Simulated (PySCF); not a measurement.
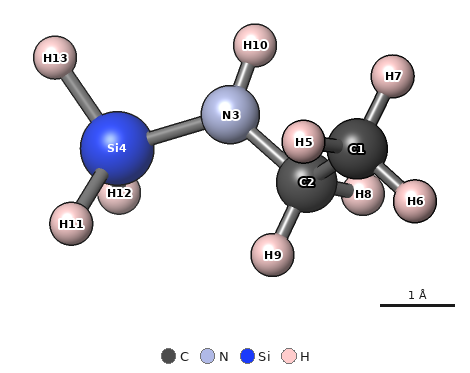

The input geometry of the first run (ball-and-stick view, seen at a tilt; atoms are numbered from 1 in the order of the input). Bond lengths as drawn: C–C 1.52 Å, C–H 1.10 to 1.11 Å, C–N 1.45 Å, H–N 1.01 Å, H–Si 1.49 to 1.50 Å and N–Si 1.73 Å.

## What a change does: NMR shielding calculation on C2H9NSi

System: C2H9NSi, SMILES CCN[SiH3].
Method of the first run: GIAO PBE0/6-31G* NMR shielding, non-relativistic, gas phase (PySCF 2.14.0).

The geometry comes from this level: PBE0-D3(BJ)/def2-SVP. Text and figures count atoms from 1; the logs count them from 0 in places.

**The input, the first run**
```
{"job": {"kind": "nmr", "xc": "PBE0", "basis": "6-31G*", "pop": true}, "charge": 0, "multiplicity": 1}
C      1.903362     0.169730     0.352095
C      0.582847    -0.575020     0.252304
N     -0.371232     0.104631    -0.595461
Si    -2.063022     0.252929    -0.275642
H      1.747603     1.182742     0.752401
H      2.614185    -0.362181     1.003488
H      2.372756     0.270547    -0.640368
H      0.771726    -1.614918    -0.084447
H      0.140810    -0.667962     1.259589
H     -0.055063     0.227308    -1.551440
H     -2.251468     0.747540     1.124006
H     -2.866963    -1.012587    -0.394315
H     -2.617447     1.231397    -1.259504
```

The first line tells a small driver script what to run in PySCF; the rest is the geometry in Å.

Launched with:
```bash
OMP_NUM_THREADS=1 python <driver script> task.json out
```

Hardware: 1 CPU thread, shared host.

**Output (the first run)**
```
coarse grid: 10440 points
cycle   1  E = -425.5683861490  dE =  6.515e-02  |g| = 3.947e-01  |ddm| = 2.939e+00
cycle   2  E = -425.5441250609  dE =  2.426e-02  |g| = 5.109e-01  |ddm| = 8.455e-01
cycle   3  E = -425.6059024865  dE = -6.178e-02  |g| = 5.377e-02  |ddm| = 5.151e-01
cycle   4  E = -425.6064780072  dE = -5.755e-04  |g| = 2.140e-02  |ddm| = 6.337e-02
cycle   5  E = -425.6065881202  dE = -1.101e-04  |g| = 3.032e-03  |ddm| = 1.967e-02
cycle   6  E = -425.6065902796  dE = -2.159e-06  |g| = 7.028e-04  |ddm| = 3.427e-03
final grid: 93688 points
cycle   7  E = -425.5636018384  dE = -1.360e-05  |g| = 7.043e-03  |ddm| = 1.477e-02
cycle   8  E = -425.5635939701  dE =  7.868e-06  |g| = 9.148e-03  |ddm| = 1.511e-02
cycle   9  E = -425.5636146062  dE = -2.064e-05  |g| = 7.264e-04  |ddm| = 8.527e-03
cycle  10  E = -425.5636147241  dE = -1.180e-07  |g| = 1.410e-04  |ddm| = 7.007e-04
cycle  11  E = -425.5636147284  dE = -4.227e-09  |g| = 2.277e-05  |ddm| = 1.201e-04
cycle  12  E = -425.5636147285  dE = -1.197e-10  |g| = 7.026e-06  |ddm| = 3.286e-05
converged SCF energy = -425.5636147285

GIAO shielding tensors (ppm)
atom      isotropic    diamagn.    paramagn.     s11        s22        s33       span
  0 C      173.444     247.395     -73.951    157.654    169.805    192.873     35.219
  1 C      154.424     240.925     -86.502    134.756    148.304    180.210     45.454
  2 N      248.080     318.569     -70.489    215.834    242.433    285.974     70.140
  3 Si     445.124     881.253    -436.130    405.052    420.562    509.757    104.706
  4 H       30.762      29.428       1.334     27.391     29.326     35.570      8.179
  5 H       31.017      29.072       1.944     27.065     28.473     37.512     10.447
  6 H       31.163      29.697       1.466     27.705     29.701     36.081      8.376
  7 H       28.970      29.316      -0.346     23.355     28.890     34.664     11.309
  8 H       29.402      30.341      -0.939     24.285     30.227     33.694      9.409
  9 H       32.860      31.127       1.733     23.866     32.043     42.672     18.806
 10 H       27.083      29.628      -2.545     23.537     25.961     31.750      8.213
 11 H       27.028      28.774      -1.746     23.257     25.235     32.593      9.336
 12 H       27.090      28.918      -1.827     23.829     25.343     32.099      8.269
```

The input of the second run differs as follows (lines with − go, lines with + come):
```diff
-"basis": "6-31G*"
+"basis": "6-31G"
```

Predict how the results change.

The total energy of the second run is 46.0 kcal/mol higher, which measures the change of basis and not a stability. The HOMO goes from −6.47 to −6.27 eV. The dipole moment goes from 1.22 to 1.05 D. Of all shieldings, the largest change is that of Si4, by +28.1 ppm. The number of SCF iterations is the same. The basis functions go from 78 to 58.

**Output (the second run)**
```
coarse grid: 10440 points
cycle   1  E = -425.4948696305  dE =  1.348e-01  |g| = 3.904e-01  |ddm| = 2.994e+00
cycle   2  E = -425.4659023150  dE =  2.897e-02  |g| = 5.252e-01  |ddm| = 9.374e-01
cycle   3  E = -425.5322807961  dE = -6.638e-02  |g| = 5.104e-02  |ddm| = 5.860e-01
cycle   4  E = -425.5328511286  dE = -5.703e-04  |g| = 1.846e-02  |ddm| = 6.856e-02
cycle   5  E = -425.5329367479  dE = -8.562e-05  |g| = 1.692e-03  |ddm| = 1.789e-02
cycle   6  E = -425.5329377770  dE = -1.029e-06  |g| = 4.669e-04  |ddm| = 3.557e-03
final grid: 93688 points
cycle   7  E = -425.4902200041  dE = -8.045e-06  |g| = 6.539e-03  |ddm| = 1.399e-02
cycle   8  E = -425.4902128820  dE =  7.122e-06  |g| = 8.528e-03  |ddm| = 1.538e-02
cycle   9  E = -425.4902309942  dE = -1.811e-05  |g| = 7.659e-04  |ddm| = 8.898e-03
cycle  10  E = -425.4902311313  dE = -1.371e-07  |g| = 6.776e-05  |ddm| = 7.399e-04
cycle  11  E = -425.4902311324  dE = -1.156e-09  |g| = 1.604e-05  |ddm| = 1.051e-04
cycle  12  E = -425.4902311325  dE = -9.254e-11  |g| = 2.778e-06  |ddm| = 3.204e-05
converged SCF energy = -425.4902311325

GIAO shielding tensors (ppm)
atom      isotropic    diamagn.    paramagn.     s11        s22        s33       span
  0 C      177.721     245.835     -68.114    160.711    173.798    198.655     37.945
  1 C      158.908     238.375     -79.467    138.632    150.732    187.359     48.727
  2 N      259.627     324.409     -64.782    222.268    246.979    309.634     87.366
  3 Si     473.231     880.195    -406.964    430.050    445.226    544.417    114.367
  4 H       31.085      29.003       2.082     27.285     29.689     36.281      8.996
  5 H       31.509      29.258       2.250     27.217     28.700     38.609     11.392
  6 H       31.568      29.658       1.910     27.868     29.976     36.861      8.993
  7 H       29.620      29.259       0.361     23.737     29.257     35.866     12.129
  8 H       30.095      29.618       0.476     24.408     30.978     34.897     10.489
  9 H       34.176      32.925       1.251     23.927     32.716     45.886     21.959
 10 H       27.971      28.860      -0.889     23.761     26.755     33.399      9.638
 11 H       27.765      28.308      -0.543     23.363     25.742     34.190     10.827
 12 H       28.009      28.901      -0.892     23.973     26.137     33.917      9.944
```

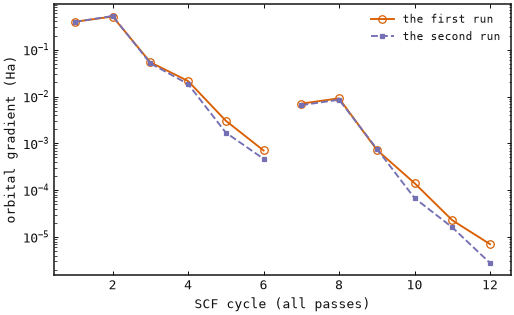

Convergence of the two runs: orbital gradient against the SCF cycle. A break in a curve parts two SCF passes (coarse and final grid). The first run takes 12 cycles in all, and the second run takes 12.

**The two runs side by side**

| quantity | the first run | the second run |
| --- | --- | --- |
| outcome | converged | converged |
| total energy (hartree) | −425.563615 | −425.490231 |
| HOMO (eV) | −6.47 | −6.27 |
| LUMO (eV) | 1.07 | 1.09 |
| dipole moment (D) | 1.22 | 1.05 |
| shielding of C1 (ppm) | 173.4 | 177.7 |
| shielding of C2 (ppm) | 154.4 | 158.9 |
| shielding of N3 (ppm) | 248.1 | 259.6 |
| shielding of Si4 (ppm) | 445.1 | 473.2 |
| shielding of H10 (ppm) | 32.9 | 34.2 |
| shielding of H11 (ppm) | 27.1 | 28.0 |
| shielding of H13 (ppm) | 27.1 | 28.0 |
| SCF iterations | 12 | 12 |
| basis functions | 78 | 58 |
| wall time (shared host) | 5.4 s | 4.4 s |
